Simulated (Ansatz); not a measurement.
**A frame of liquid 80GeO2-20CaO (mol %) from 3000 K (98 atoms): where an added charge goes**

Does an extra electron or hole in a frame of liquid 80GeO2-20CaO (mol %) from 3000 K (98 atoms) stay spread out, or do the atoms trap it?

Calculated with Ansatz 0.2.0; Kohn-Sham DFT, revPBE, PAW (set soft_2), plane waves.

## Step 1: Starting point

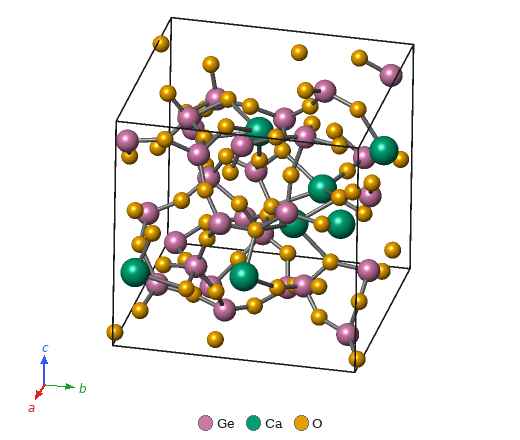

The starting structure, seen slightly off an axis (germanium pink, calcium teal, oxygen orange). Bonds to atoms that aren't drawn are left out. Some periodic images of atoms are drawn too.

The cell holds 98 atoms: 28 Ge, 7 Ca and 63 O. Its edges and angles: a = 11.460 Å, b = 11.460 Å, c = 11.460 Å, α = 90.0°, β = 90.0°, γ = 90.0°. 98 atoms (28 Ge, 7 Ca, 63 O) placed at random at 3.67 g/cm³, melted at 4000 K for 10 ps at fixed volume with the Morse and Coulomb pair potential with partial charges (Pedone, Malavasi, Menziani, Cormack and Segre, J. Phys. Chem. B 110, 11780 (2006)). Snapshot at the end of a hold of 10 ps at 3000 K and fixed volume.

What the set-up can't give: The starting topology of bonds comes from the classical model, and needn't be the one that DFT or experiment would give. Only the Γ point is sampled, in a cell whose shortest periodic width is 11 Å. The liquid is relaxed first, so the results are those of a frozen frame at zero temperature.

## Step 2: Single point at the start

The forces at the start show how far the geometry lies from a minimum of this functional.

File input.yaml:

```yaml
crystal:
  lattice:
    - [11.4603, 0.0, 0.0]
    - [0.0, 11.4603, 0.0]
    - [0.0, 0.0, 11.4603]
  atoms:
    - { symbol: Ge, position: [0.04903, 0.10832, 0.54073] }
    - { symbol: Ge, position: [0.59179, 0.09086, 0.09471] }
    - { symbol: Ge, position: [0.84837, 0.01428, 0.84344] }
    - { symbol: Ge, position: [0.7092, 0.98647, 0.31785] }
    - { symbol: Ge, position: [0.79113, 0.73387, 0.92058] }
    - { symbol: Ge, position: [0.87614, 0.6832, 0.61689] }
    - { symbol: Ge, position: [0.38408, 0.44425, 0.54736] }
    - { symbol: Ge, position: [0.29491, 0.22975, 0.44934] }
    - { symbol: Ge, position: [0.64144, 0.97218, 0.61845] }
    - { symbol: Ge, position: [0.44882, 0.59557, 0.07535] }
    - { symbol: Ge, position: [0.76309, 0.28946, 0.77602] }
    - { symbol: Ge, position: [0.50293, 0.18934, 0.80756] }
    - { symbol: Ge, position: [0.37645, 0.2642, 0.00504] }
    - { symbol: Ge, position: [0.99264, 0.51934, 0.95028] }
    - { symbol: Ge, position: [0.04988, 0.3294, 0.1673] }
    - { symbol: Ge, position: [0.24952, 0.69283, 0.87007] }
    - { symbol: Ge, position: [0.29686, 0.45599, 0.22805] }
    - { symbol: Ge, position: [0.69361, 0.7167, 0.20957] }
    - { symbol: Ge, position: [0.83999, 0.93269, 0.08714] }
    - { symbol: Ge, position: [0.39971, 0.0045, 0.31186] }
    - { symbol: Ge, position: [0.89654, 0.41231, 0.54474] }
    - { symbol: Ge, position: [0.13129, 0.50162, 0.66837] }
    - { symbol: Ge, position: [0.7742, 0.28791, 0.28295] }
    - { symbol: Ge, position: [0.22256, 0.08133, 0.10908] }
    - { symbol: Ge, position: [0.08977, 0.92934, 0.89529] }
    - { symbol: Ge, position: [0.23095, 0.24351, 0.77251] }
    - { symbol: Ge, position: [0.04554, 0.81485, 0.49418] }
    - { symbol: Ge, position: [0.65165, 0.38306, 0.04275] }
    - { symbol: Ca, position: [0.37166, 0.71614, 0.49324] }
    - { symbol: Ca, position: [0.31906, 0.9553, 0.66902] }
    - { symbol: Ca, position: [0.96454, 0.5293, 0.35414] }
    - { symbol: Ca, position: [0.56792, 0.49517, 0.81389] }
    - { symbol: Ca, position: [0.00862, 0.71318, 0.16802] }
    - { symbol: Ca, position: [0.94588, 0.07631, 0.30978] }
    - { symbol: Ca, position: [0.63213, 0.65801, 0.45293] }
    - { symbol: O, position: [0.62026, 0.28171, 0.78501] }
    - { symbol: O, position: [0.77315, 0.79948, 0.117] }
    - { symbol: O, position: [0.64701, 0.72929, 0.91197] }
    - { symbol: O, position: [0.344, 0.36805, 0.12509] }
    - { symbol: O, position: [0.59054, 0.23979, 0.06736] }
    - { symbol: O, position: [0.7474, 0.05545, 0.04548] }
    - { symbol: O, position: [0.23379, 0.21791, 0.92534] }
    - { symbol: O, position: [0.73701, 0.36459, 0.16259] }
    - { symbol: O, position: [0.45952, 0.52748, 0.43327] }
    - { symbol: O, position: [0.93268, 0.14195, 0.48623] }
    - { symbol: O, position: [0.71639, 0.14142, 0.24565] }
    - { symbol: O, position: [0.83154, 0.88446, 0.91775] }
    - { symbol: O, position: [0.74218, 0.39674, 0.90407] }
    - { symbol: O, position: [0.93233, 0.2848, 0.25583] }
    - { symbol: O, position: [0.35043, 0.5726, 0.1795] }
    - { symbol: O, position: [0.12001, 0.80425, 0.97123] }
    - { symbol: O, position: [0.85248, 0.55009, 0.51193] }
    - { symbol: O, position: [0.87152, 0.82663, 0.58099] }
    - { symbol: O, position: [0.83532, 0.33527, 0.65659] }
    - { symbol: O, position: [0.12234, 0.43795, 0.22834] }
    - { symbol: O, position: [0.97745, 0.41817, 0.06623] }
    - { symbol: O, position: [0.54548, 0.07309, 0.68194] }
    - { symbol: O, position: [0.81673, 0.63548, 0.24978] }
    - { symbol: O, position: [0.38183, 0.13893, 0.3774] }
    - { symbol: O, position: [0.99041, 0.97742, 0.79776] }
    - { symbol: O, position: [0.128, 0.18841, 0.1675] }
    - { symbol: O, position: [0.96196, 0.00024, 0.04135] }
    - { symbol: O, position: [0.28996, 0.83944, 0.82524] }
    - { symbol: O, position: [0.2025, 0.37591, 0.74237] }
    - { symbol: O, position: [0.05891, 0.46435, 0.55193] }
    - { symbol: O, position: [0.33384, 0.36611, 0.3677] }
    - { symbol: O, position: [0.38721, 0.64265, 0.93085] }
    - { symbol: O, position: [0.82456, 0.68535, 0.76158] }
    - { symbol: O, position: [0.70215, 0.01856, 0.46638] }
    - { symbol: O, position: [0.53735, 0.1096, 0.92365] }
    - { symbol: O, position: [0.33184, 0.30861, 0.57168] }
    - { symbol: O, position: [0.80381, 0.33933, 0.42623] }
    - { symbol: O, position: [0.35213, 0.15377, 0.09811] }
    - { symbol: O, position: [0.58487, 0.6552, 0.1546] }
    - { symbol: O, position: [0.02398, 0.68544, 0.58697] }
    - { symbol: O, position: [0.3548, 0.14634, 0.75851] }
    - { symbol: O, position: [0.1656, 0.18799, 0.44062] }
    - { symbol: O, position: [0.12783, 0.17386, 0.6733] }
    [... 14 atom lines left out ...]
    - { symbol: O, position: [0.55009, 0.48262, 0.02648] }
    - { symbol: O, position: [0.14074, 0.56069, 0.97586] }
    - { symbol: O, position: [0.74798, 0.00231, 0.72826] }
    - { symbol: O, position: [0.82381, 0.1634, 0.85736] }
    - { symbol: O, position: [0.98438, 0.84245, 0.35671] }
    - { symbol: O, position: [0.57355, 0.8314, 0.56238] }
kpoints:
  mp_grid: { grid: [1, 1, 1] }
hamiltonian:
  xc: revpbe
scf:
  occupations: { method: gaussian, width: 0.025 }
output:
  forces: true
```

Launch:

```bash
ansatz run input.yaml --threads 4 --pin off --max-ram 8192MiB --backend cpu --events-out ev --progress --plain --runs-dir out
```

Numbers of over 12 decimals in the logs are rounded to 6 here.

What it wrote:

```text
[...]
Pseudopotentials: kind: paw
Pseudopotential: Ge, paw, valence charge 14, recommended cutoff 420 eV (normal), Ge.paw.azcp
Pseudopotential: Ca, paw, valence charge 10, recommended cutoff 420 eV (normal), Ca.paw.azcp
Pseudopotential: O, paw, valence charge 6, recommended cutoff 420 eV (normal), O.paw.azcp
[... 5 lines on functional and potentials left out ...]
Crystal: 98 atoms, lattice volume = 1505.178 Å³
Basis set: ecut = 420 eV, 29423 PW (Γ), exchange–correlation on 160×160×160 points (8 copies of the dense FFT grid, shifted against one another)
Bands: 518, of which v1, the nominal top of the filled ones, is band 420 counted from 1 (419 counted from 0)
Symmetry: 1 space group operations
Space group: P1 (ITA 1), of the structure as read, at distance tolerance 1.1e-4 Å
k-points: 1
[... 10 lines on functional and potentials left out ...]
Initial density: superposition of atomic densities (neutral atoms: chi_scale 0, normalization atom), corrected by the library's trained network
Initial wavefunctions: pseudopotential atomic-orbital guess
[...]
SCF iter   1: F=—  HF=-168910.600017 eV  |F-HF|=—  |Δ(HF+E_count)|=         —  Δρ=7.69e-3  dr2=1.46e0  ethr=1.77e-3  ⟨swp⟩=6.0  Hψ=2067  notcnv=0  defer=75
preconditioner: auto → LDOS  [insulator: Δε(μ)=0.086 eV  Ē_g=19.220 eV  σ=0.025 eV  W_gap=0.98  n_scr=388 (ndim 8)  ℏωp=27.5 eV  f_vac=0.220  D(μ)=4.79/eV (n_scr^D=6)  ε∞_Penn≈3.0  β→1.0]
SCF iter   2: F=—  HF=-168910.759950 eV  |F-HF|=—  |Δ(HF+E_count)|=   1.60e-1  Δρ=1.70e-2  dr2=7.11e0  ethr=1.74e-4  ⟨swp⟩=3.0  Hψ=798  notcnv=0  defer=90
SCF iter   3: F=—  HF=-168910.428393 eV  |F-HF|=—  |Δ(HF+E_count)|=   3.32e-1  Δρ=4.00e-3  dr2=3.91e-1  ethr=1.74e-4  ⟨swp⟩=3.0  Hψ=630  notcnv=0  defer=90
SCF iter   4: F=—  HF=-168910.424926 eV  |F-HF|=—  |Δ(HF+E_count)|=   3.47e-3  Δρ=3.58e-3  dr2=3.39e-1  ethr=4.66e-5  ⟨swp⟩=2.0  Hψ=567  notcnv=0  defer=58
automatic band count: iteration 4 solves 486 bands in place of 518: the levels show a gap, and the empty bands left out lie too high to hold charge; the band table lists the bands solved (type scf.n_extra_bands for more)
SCF iter   5: F=—  HF=-168910.415595 eV  |F-HF|=—  |Δ(HF+E_count)|=   9.33e-3  Δρ=2.83e-3  dr2=2.19e-1  ethr=4.04e-5  ⟨swp⟩=2.0  Hψ=431  notcnv=0  defer=58
SCF iter   6: F=—  HF=-168910.418227 eV  |F-HF|=—  |Δ(HF+E_count)|=   2.63e-3  Δρ=1.67e-3  dr2=5.65e-2  ethr=2.60e-5  ⟨swp⟩=2.0  Hψ=585  notcnv=0  defer=58
[...]
SCF iter  21: F=—  HF=-168910.420704 eV  |F-HF|=—  |Δ(HF+E_count)|=   2.82e-9  Δρ=2.43e-6  dr2=1.27e-7  ethr=3.50e-11  ⟨swp⟩=2.0  Hψ=612  notcnv=0  defer=58
SCF iter  22: F=-168910.420704 eV  HF=-168910.420704 eV  |F-HF|=3.45e-8  |Δ(HF+E_count)|=   3.61e-9  Δρ=1.51e-6  dr2=5.07e-8  ethr=1.19e-11  ⟨swp⟩=4.0  Hψ=1181  notcnv=0
SCF 1 converged in 22 iterations: F = -168910.420704 eV  dr2 = 5.07e-8
[...]
SCF converged after 22 iterations
Free energy (F): -168910.420704 eV
Harris-Foulkes:  -168910.420704 eV  (|F-HF|=3.45e-8)
Internal energy: -168910.409943 eV  (E = F + TS)
E sigma→0 (E₀):  -168910.415323 eV
Entropy (-TS):   -0.010761 eV (-0.110 meV/atom)
Fermi energy:    5.101313 eV
--- Per-component energies (eV) ---
[...]
Σ components = -168910.420704   (vs F -168910.420704, Δ=0.00e0)
--- Forces (eV/Å), atoms counted from 1 ---
  atom   1  Ge     9.68088858     3.01983651     6.21337424
  atom   2  Ge     1.57801852    -0.26485854    -2.44563374
  atom   3  Ge    -1.62138334     1.54376981    -2.03091365
  atom   4  Ge    -6.42824906    -1.03315976     4.11242435
[...]
atom  98  O      0.61766103     0.49499285     1.31226515
  max |Σ_I F_I| component: 1.08e-4 eV/Å
```

Elapsed: 39 s, on 4 threads of Arm Neoverse V1, shared host; peak memory 2.2 GiB; 2.5 min of CPU time.

Reading the cycles: dr2 is the Hartree energy of the density residual (eV), the measure of convergence; HF is the Harris–Foulkes estimate of the energy, which meets the free energy F at convergence.

The r.m.s. force at the start is 2.5 eV/Å.

## Step 3: Relaxation

With the cell held, the atoms are moved downhill towards a nearby minimum.

File input.yaml:

```yaml
crystal:
  lattice:
    - [11.4603, 0.0, 0.0]
    - [0.0, 11.4603, 0.0]
    - [0.0, 0.0, 11.4603]
  atoms:
    [... the 98 atom lines of step 2 ...]
kpoints:
  mp_grid: { grid: [1, 1, 1] }
hamiltonian:
  xc: revpbe
scf:
  occupations: { method: gaussian, width: 0.025 }
output:
  forces: true
relax:
  f_tol: 0.06
  max_steps: 150
```

What it wrote:

```text
[...]
Crystal: 98 atoms, lattice volume = 1505.178 Å³
Basis set: ecut = 420 eV, 29423 PW (Γ), exchange–correlation on 160×160×160 points (8 copies of the dense FFT grid, shifted against one another)
Bands: 518, of which v1, the nominal top of the filled ones, is band 420 counted from 1 (419 counted from 0)
Symmetry: 1 space group operations
[...]
k-points: 1
[...]
SCF iter   1: F=—  HF=-168910.600017 eV  |F-HF|=—  |Δ(HF+E_count)|=         —  Δρ=7.69e-3  dr2=1.46e0  ethr=1.77e-3  ⟨swp⟩=6.0  Hψ=2067  notcnv=0  defer=75
[...]
SCF iter  14: F=-168910.420643 eV  HF=-168910.420705 eV  |F-HF|=6.17e-5  |Δ(HF+E_count)|=   1.85e-6  Δρ=6.34e-5  dr2=8.16e-5  ethr=1.07e-8  ⟨swp⟩=2.0  Hψ=1239  notcnv=0
SCF 1 converged in 14 iterations: F = -168910.420643 eV  dr2 = 8.16e-5
[...]
relax step   1: F+E_penalty+E_count = -168910.42064298 eV  Δ(F+E_penalty+E_count) = +0.000e0 eV  max|allowed force component| = 9.680e0 eV/Å  Δτ_max = 0.0000 Å  (14 SCF iters, dr2 threshold 9.00e-5 eV, accepted)
[...]
relax step   2: F+E_penalty+E_count = -168928.04738947 eV  Δ(F+E_penalty+E_count) = -1.763e1 eV  max|allowed force component| = 4.701e0 eV/Å  Δτ_max = 0.1978 Å  (15 SCF iters, dr2 threshold 1.00e-4 eV, accepted)
[...]
relax step   3: F+E_penalty+E_count = -168939.64156966 eV  Δ(F+E_penalty+E_count) = -1.159e1 eV  max|allowed force component| = 1.411e0 eV/Å  Δτ_max = 0.1949 Å  (10 SCF iters, dr2 threshold 1.00e-4 eV, accepted)
relax step   4: F+E_penalty+E_count = -168943.68320135 eV  Δ(F+E_penalty+E_count) = -4.042e0 eV  max|allowed force component| = 1.051e0 eV/Å  Δτ_max = 0.1949 Å  (8 SCF iters, dr2 threshold 1.00e-4 eV, accepted)
relax step   5: F+E_penalty+E_count = -168945.83335118 eV  Δ(F+E_penalty+E_count) = -2.150e0 eV  max|allowed force component| = 7.446e-1 eV/Å  Δτ_max = 0.1968 Å  (8 SCF iters, dr2 threshold 9.95e-5 eV, accepted)
relax step   6: F+E_penalty+E_count = -168947.38764969 eV  Δ(F+E_penalty+E_count) = -1.554e0 eV  max|allowed force component| = 6.193e-1 eV/Å  Δτ_max = 0.1986 Å  (8 SCF iters, dr2 threshold 1.00e-4 eV, accepted)
relax step   7: F+E_penalty+E_count = -168948.70062800 eV  Δ(F+E_penalty+E_count) = -1.313e0 eV  max|allowed force component| = 5.626e-1 eV/Å  Δτ_max = 0.1926 Å  (8 SCF iters, dr2 threshold 1.00e-4 eV, accepted)
relax step   8: F+E_penalty+E_count = -168949.48067385 eV  Δ(F+E_penalty+E_count) = -7.800e-1 eV  max|allowed force component| = 4.517e-1 eV/Å  Δτ_max = 0.1952 Å  (7 SCF iters, dr2 threshold 1.00e-4 eV, accepted)
relax step   9: F+E_penalty+E_count = -168950.05895412 eV  Δ(F+E_penalty+E_count) = -5.783e-1 eV  max|allowed force component| = 3.796e-1 eV/Å  Δτ_max = 0.1961 Å  (7 SCF iters, dr2 threshold 1.00e-4 eV, accepted)
relax step  10: F+E_penalty+E_count = -168950.60312947 eV  Δ(F+E_penalty+E_count) = -5.442e-1 eV  max|allowed force component| = 3.740e-1 eV/Å  Δτ_max = 0.2000 Å  (7 SCF iters, dr2 threshold 9.29e-5 eV, accepted)
relax step  11: F+E_penalty+E_count = -168951.06516626 eV  Δ(F+E_penalty+E_count) = -4.620e-1 eV  max|allowed force component| = 4.061e-1 eV/Å  Δτ_max = 0.1988 Å  (8 SCF iters, dr2 threshold 9.88e-5 eV, accepted)
relax step  12: F+E_penalty+E_count = -168951.41907583 eV  Δ(F+E_penalty+E_count) = -3.539e-1 eV  max|allowed force component| = 3.682e-1 eV/Å  Δτ_max = 0.2000 Å  (6 SCF iters, dr2 threshold 1.00e-4 eV, accepted)
relax step  13: F+E_penalty+E_count = -168951.76094667 eV  Δ(F+E_penalty+E_count) = -3.419e-1 eV  max|allowed force component| = 3.441e-1 eV/Å  Δτ_max = 0.1946 Å  (6 SCF iters, dr2 threshold 1.00e-4 eV, accepted)
relax step  14: F+E_penalty+E_count = -168952.10435014 eV  Δ(F+E_penalty+E_count) = -3.434e-1 eV  max|allowed force component| = 5.702e-1 eV/Å  Δτ_max = 0.1957 Å  (6 SCF iters, dr2 threshold 9.73e-5 eV, accepted)
relax step  15: F+E_penalty+E_count = -168952.52582117 eV  Δ(F+E_penalty+E_count) = -4.215e-1 eV  max|allowed force component| = 5.991e-1 eV/Å  Δτ_max = 0.2000 Å  (8 SCF iters, dr2 threshold 1.00e-4 eV, accepted)
relax step  16: F+E_penalty+E_count = -168952.94005504 eV  Δ(F+E_penalty+E_count) = -4.142e-1 eV  max|allowed force component| = 4.287e-1 eV/Å  Δτ_max = 0.1951 Å  (8 SCF iters, dr2 threshold 1.00e-4 eV, accepted)
relax step  17: F+E_penalty+E_count = -168953.29188411 eV  Δ(F+E_penalty+E_count) = -3.518e-1 eV  max|allowed force component| = 4.281e-1 eV/Å  Δτ_max = 0.2000 Å  (7 SCF iters, dr2 threshold 9.41e-5 eV, accepted)
relax step  18: F+E_penalty+E_count = -168953.61257974 eV  Δ(F+E_penalty+E_count) = -3.207e-1 eV  max|allowed force component| = 3.561e-1 eV/Å  Δτ_max = 0.1962 Å  (8 SCF iters, dr2 threshold 9.39e-5 eV, accepted)
relax step  19: F+E_penalty+E_count = -168953.87445542 eV  Δ(F+E_penalty+E_count) = -2.619e-1 eV  max|allowed force component| = 2.138e-1 eV/Å  Δτ_max = 0.2000 Å  (8 SCF iters, dr2 threshold 8.77e-5 eV, accepted)
relax step  20: F+E_penalty+E_count = -168954.10121848 eV  Δ(F+E_penalty+E_count) = -2.268e-1 eV  max|allowed force component| = 3.498e-1 eV/Å  Δτ_max = 0.1953 Å  (8 SCF iters, dr2 threshold 1.65e-5 eV, accepted)
relax step  21: F+E_penalty+E_count = -168954.32051825 eV  Δ(F+E_penalty+E_count) = -2.193e-1 eV  max|allowed force component| = 4.192e-1 eV/Å  Δτ_max = 0.1951 Å  (7 SCF iters, dr2 threshold 4.41e-5 eV, accepted)
relax step  22: F+E_penalty+E_count = -168954.59361841 eV  Δ(F+E_penalty+E_count) = -2.731e-1 eV  max|allowed force component| = 3.588e-1 eV/Å  Δτ_max = 0.2000 Å  (8 SCF iters, dr2 threshold 1.00e-4 eV, accepted)
relax step  23: F+E_penalty+E_count = -168954.78726010 eV  Δ(F+E_penalty+E_count) = -1.936e-1 eV  max|allowed force component| = 5.401e-1 eV/Å  Δτ_max = 0.1956 Å  (8 SCF iters, dr2 threshold 9.43e-5 eV, accepted)
relax step  24: F+E_penalty+E_count = -168954.98584232 eV  Δ(F+E_penalty+E_count) = -1.986e-1 eV  max|allowed force component| = 2.156e-1 eV/Å  Δτ_max = 0.2000 Å  (8 SCF iters, dr2 threshold 1.00e-4 eV, accepted)
relax step  25: F+E_penalty+E_count = -168955.11432005 eV  Δ(F+E_penalty+E_count) = -1.285e-1 eV  max|allowed force component| = 2.350e-1 eV/Å  Δτ_max = 0.1951 Å  (9 SCF iters, dr2 threshold 7.41e-6 eV, accepted)
relax step  26: F+E_penalty+E_count = -168955.33411857 eV  Δ(F+E_penalty+E_count) = -2.198e-1 eV  max|allowed force component| = 3.735e-1 eV/Å  Δτ_max = 0.2000 Å  (9 SCF iters, dr2 threshold 8.80e-6 eV, accepted)
relax step  27: F+E_penalty+E_count = -168955.18073724 eV  Δ(F+E_penalty+E_count) = +1.534e-1 eV  max|allowed force component| = 3.239e0 eV/Å  Δτ_max = 0.1948 Å  (8 SCF iters, dr2 threshold 1.00e-4 eV, rejected (line search))
relax step  28: F+E_penalty+E_count = -168955.47016780 eV  Δ(F+E_penalty+E_count) = -1.360e-1 eV  max|allowed force component| = 8.115e-1 eV/Å  Δτ_max = 0.0942 Å  (10 SCF iters, accepted)
relax step  29: F+E_penalty+E_count = -168955.60515467 eV  Δ(F+E_penalty+E_count) = -1.350e-1 eV  max|allowed force component| = 2.345e-1 eV/Å  Δτ_max = 0.0973 Å  (6 SCF iters, dr2 threshold 1.00e-4 eV, accepted)
relax step  30: F+E_penalty+E_count = -168955.72879635 eV  Δ(F+E_penalty+E_count) = -1.236e-1 eV  max|allowed force component| = 1.026e0 eV/Å  Δτ_max = 0.1457 Å  (8 SCF iters, dr2 threshold 4.59e-6 eV, accepted)
relax step  31: F+E_penalty+E_count = -168955.92439349 eV  Δ(F+E_penalty+E_count) = -1.956e-1 eV  max|allowed force component| = 5.450e-1 eV/Å  Δτ_max = 0.2000 Å  (7 SCF iters, dr2 threshold 8.78e-5 eV, accepted)
relax step  32: F+E_penalty+E_count = -168956.01864683 eV  Δ(F+E_penalty+E_count) = -9.425e-2 eV  max|allowed force component| = 1.507e-1 eV/Å  Δτ_max = 0.2000 Å  (7 SCF iters, dr2 threshold 8.39e-5 eV, accepted)
relax step  33: F+E_penalty+E_count = -168956.01320667 eV  Δ(F+E_penalty+E_count) = +5.440e-3 eV  max|allowed force component| = 1.698e-1 eV/Å  Δτ_max = 0.2000 Å  (10 SCF iters, rejected (line search))
relax step  34: F+E_penalty+E_count = -168956.03892088 eV  Δ(F+E_penalty+E_count) = -2.027e-2 eV  max|allowed force component| = 1.022e-1 eV/Å  Δτ_max = 0.0714 Å  (9 SCF iters, accepted)
relax step  35: F+E_penalty+E_count = -168956.03957248 eV  Δ(F+E_penalty+E_count) = -6.516e-4 eV  max|allowed force component| = 1.084e-1 eV/Å  Δτ_max = 0.0943 Å  (9 SCF iters, accepted)
relax step  36: F+E_penalty+E_count = -168956.04488837 eV  Δ(F+E_penalty+E_count) = -5.316e-3 eV  max|allowed force component| = 5.198e-2 eV/Å  Δτ_max = 0.0521 Å  (7 SCF iters, dr2 threshold 5.40e-6 eV, accepted)
[...]
relax step  37: F+E_penalty+E_count = -168956.04488854 eV  Δ(F+E_penalty+E_count) = -1.689e-7 eV  max|allowed force component| = 5.191e-2 eV/Å  Δτ_max = 0.0000 Å  (3 SCF iters, accepted)
SCF converged after 3 iterations
Free energy (F): -168956.044889 eV
[...]
Internal energy: -168956.044889 eV  (E = F + TS)
E sigma→0 (E₀):  -168956.044889 eV
Fermi energy:    5.295560 eV
[...]
--- Forces (eV/Å), atoms counted from 1 ---
  atom   1  Ge    -0.00486955     0.00552350    -0.00315344
  atom   2  Ge     0.00208996     0.00049712     0.00672980
  atom   3  Ge     0.00835018     0.00150344     0.00099681
  atom   4  Ge    -0.00508630     0.00526150     0.00896189
  atom   5  Ge     0.02533321    -0.01259935    -0.00418913
  atom   6  Ge    -0.01195027     0.00593286     0.00192695
  atom   7  Ge     0.00633311     0.00190661     0.00094222
  atom   8  Ge    -0.00375444     0.00518113    -0.00757319
  atom   9  Ge     0.00683354     0.00289443    -0.00219889
  atom  10  Ge     0.00185924     0.01763064    -0.01643401
  atom  11  Ge    -0.00601794     0.00182819     0.00072479
  atom  12  Ge    -0.00213147    -0.00276215     0.00016247
  atom  13  Ge    -0.01317707    -0.00001452     0.00001385
  atom  14  Ge     0.00246094     0.00983716     0.01567812
[...]
atom  97  O     -0.00766476     0.00224831     0.01305588
  atom  98  O     -0.00935175    -0.01604869     0.00140145
  max |Σ_I F_I| component: 1.74e-4 eV/Å
--- Relaxed structure (37 steps of the walk, 35 accepted, 0 SCFs on fresh bases) ---
  F+E_penalty+E_count = -168956.04488854 eV   max|allowed force component| = 5.191e-2 eV/Å
  atoms:
    - { symbol: Ge, position: [0.084706, 0.129784, 0.527199] }
    - { symbol: Ge, position: [0.561576, 0.096267, 0.059831] }
    - { symbol: Ge, position: [0.854677, -0.020322, 0.829777] }
    - { symbol: Ge, position: [0.702212, 1.025095, 0.361671] }
[...]
- { symbol: O, position: [0.562731, 0.816900, 0.601943] }
```

It took 12 min on 4 threads; peak memory 2.3 GiB; 45 min of CPU time.

The relaxation converged after 37 steps, 45.6 eV below its start, with a largest force component of 0.052 eV/Å.

[end of part 1 of 4]

[Logs are printed without paths, hosts, clocks, repeated set-up lines and the standing remarks that a program may print on its own settings, such as how far it seeks lower states.]

[Hosts, paths, dates, database ids (printed as entryN), source tags and the programs' standing remarks are cut or masked in the printed files.]
